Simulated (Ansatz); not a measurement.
# Squeezing and shearing glassy 62SiO2-38Na2O (mol %) (96 atoms): runs compared

Aim: relax glassy 62SiO2-38Na2O (mol %) (96 atoms), then change its volume and shape to read moduli from the stress.

Computed with Ansatz 0.2.0: Kohn-Sham DFT, PBE, PAW (set soft_2), plane waves.

### Step 1. The cell as built

The cell holds 96 atoms: 20 Si, 24 Na and 52 O. Cell: a = 10.750 Å, b = 10.750 Å, c = 10.750 Å, α = 90.0°, β = 90.0°, γ = 90.0°. 96 atoms (20 Si, 24 Na, 52 O) placed at random at 2.48 g/cm³, melted at 4000 K for 10 ps at fixed volume with the Morse and Coulomb pair potential with partial charges (Pedone, Malavasi, Menziani, Cormack and Segre, J. Phys. Chem. B 110, 11780 (2006)). Quenched from 4000 K to 300 K at 50 K/ps and fixed volume, held 10 ps at zero pressure.

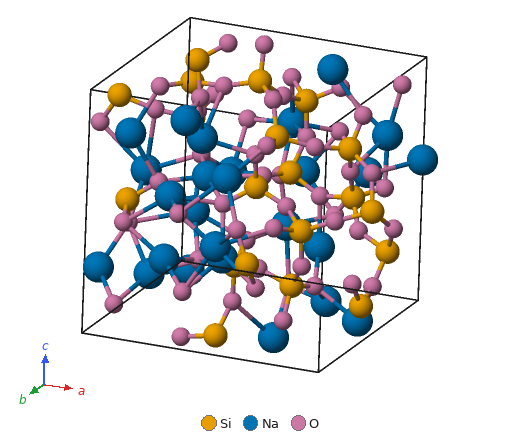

The cell as built. Bonds to atoms that aren't drawn are left out. Some periodic images of atoms are drawn too.

What the set-up can't give: The quench rate of 50 K/ps far exceeds what a furnace or splat quench reaches, so expect more defects and frozen-in strain than in a real sample. The starting topology of bonds comes from the classical model, and needn't be the one that DFT or experiment would give. The Brillouin zone is sampled at Γ only.

### Step 2. The reference run

The reference is a single point at the end of the relaxation.

Every strained cell starts from the geometry of this run, and its atoms are relaxed with the cell held.

Its input, with most atom lines left out:

```yaml
crystal:
  lattice:
    - [10.82692, -0.09134, 0.11298]
    - [-0.09134, 10.9619, -0.23271]
    - [0.11298, -0.23271, 11.05824]
  atoms:
    - { symbol: Si, position: [0.48803, 0.70563, 0.26187] }
    - { symbol: Si, position: [0.66848, 0.51902, 0.65787] }
    - { symbol: Si, position: [0.72902, 0.08848, 0.60075] }
    - { symbol: Si, position: [0.66028, 0.48768, 0.1602] }
    - { symbol: Si, position: [0.05132, 0.0458, 0.86785] }
    - { symbol: Si, position: [0.47103, 0.82039, 0.01192] }
    - { symbol: Si, position: [0.46659, 0.37639, 0.50495] }
    [... atom lines 8 to 96 left out ...]
kpoints:
  mp_grid: { grid: [1, 1, 1] }
hamiltonian:
  xc: pbe
scf:
  occupations: { method: fixed }
output:
  forces: true
  stress: true
  populations: true
  dos:
    method: { smearing: { sigma: 0.08 } }
    de: 0.1
    projected: { site_lists: { Na: [Na], O: [O], Si: [Si] } }
  eigenvalues: true
  write_density: true
  write_potential: true
  volumetric_format: npy
```

- free energy per atom: -812.4676 eV/atom
- r.m.s. force component: 0.00175 eV/Å
- pressure: 0.005236 GPa

Filled and empty levels are parted by 2.63 eV (at Γ alone); a semilocal functional tends to put such gaps too low. In a disordered cell it changes from sample to sample, and tail or defect levels can set it.

### Step 3. The runs

Each row is one run, on 4 threads of Intel Xeon Platinum 8488C (Sapphire Rapids), shared host. The free energy is the program's total, comparable only between runs with the same functional, potentials and atoms.

```tsv
run	atoms	outcome	ionic steps, all passes	free energy (eV)	time	host memory (GiB)
Single point at the start	96	converged	-	-77985.174	11 s	1.5
Cell and atoms relaxed	96	converged	22	-77996.893	3.6 min	1.6
Single point at the relaxed geometry	96	converged	-	-77996.893	18 s	1.8
Volume -3 %	96	converged	6	-77996.731	83 s	1.7
Volume +3 %	96	converged	6	-77996.765	89 s	1.8
Volume -6 %	96	converged	7	-77996.244	78 s	1.7
Volume +6 %	96	converged	25	-77996.848	6.1 min	1.9
Volume -10 %	96	converged	10	-77995.048	2 min	1.6
Stretched by 1 % along x	96	converged	4	-77996.868	46 s	1.8
Compressed by 1 % along x	96	converged	4	-77996.857	47 s	1.7
Sheared by 2 % in xy	96	converged	5	-77996.842	62 s	1.8
```

In some runs the program notes that the SCF threshold is loose for the stress.

### Step 4. Pressure against volume

Atoms are relaxed at each volume, in the scaled cell.

```tsv
volume change (%)	volume (Å³/atom)	energy change (meV/atom)	pressure (GPa)	largest move on relaxing (Å)	bonds	gap (eV)
-10	12.296	19.21	4.82	0.71	202	2.95
-6	12.843	6.76	2.73	0.38	196	2.77
-3	13.253	1.68	1.29	0.16	195	2.69
+0	13.663	0.00	0.01	-	192	2.63
+3	14.073	1.33	-1.06	0.17	191	2.58
+6	14.482	0.47	-1.65	1.73	190	2.52
```

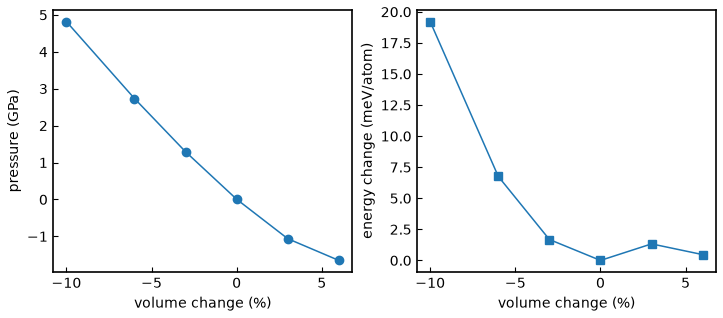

Pressure and energy against volume.

### Step 5. Uniaxial strain and shear

Stress (GPa, compression positive) less that of the relaxed cell, atoms relaxed:

```tsv
strain	xx	yy	zz	xy	energy change (meV/atom)
stretched by 1 % along x	-0.797	-0.299	-0.285	0.096	0.26
compressed by 1 % along x	0.878	0.332	0.319	-0.100	0.38
sheared by 2 % in xy	0.178	0.170	0.059	-0.603	0.53
```

### Step 6. Outcome

The bulk modulus, from the slope of pressure against ln V over the three points nearest the relaxed volume, is 39.2 GPa; a quadratic over all points gives a pressure derivative of about 5.0. The count of bonds runs from 190 to 202 over the series, so at some points contacts cross the cutoffs. At -10 % and +6 % some atom moved by over 0.5 Å on relaxing, so those points may sit in another local minimum. The gap goes from 2.95 eV at the smallest volume to 2.52 eV at the largest, -2.5 eV per unit of ln V by a straight line, on the run's k-points. In the Cartesian axes of the cell, finite differences give C11 = 83.8, C12 = 31.6, C13 = 30.2 and C66 = 30.1 GPa (the shear of 2 % is the engineering strain, εxy = 0.01). The mean of C11, C12 and C13, which equals the bulk modulus in a cubic or isotropic solid, is 48.5 GPa: it lies 24 % over the bulk modulus from the volumes. For an isotropic solid C66 would equal (C11 − C12)/2 = 26.1 GPa; so small a sample needn't be isotropic, and C66 rests on one shear. With the bulk modulus and C66 as K and G, Young's modulus would be about 72 GPa and Poisson's ratio 0.19.

**Limits.** Strains are finite and relaxations stop at the force tolerance of the input, which can leave moduli too stiff; they are those of a static cell at zero temperature. Volumes are changed with the cell's shape held, so in an anisotropic solid the modulus lies over the one under free hydrostatic load. The program notes that the SCF threshold of the relaxations is loose for the stress.

The DFT runs together took 19 min of wall time.

[Logs are printed without paths, hosts, clocks, repeated set-up lines and the standing remarks that a program may print on its own settings, such as how far it seeks lower states.]

[Hosts, paths, dates, database ids (printed as entryN), source tags and the programs' standing remarks are cut or masked in the printed files.]
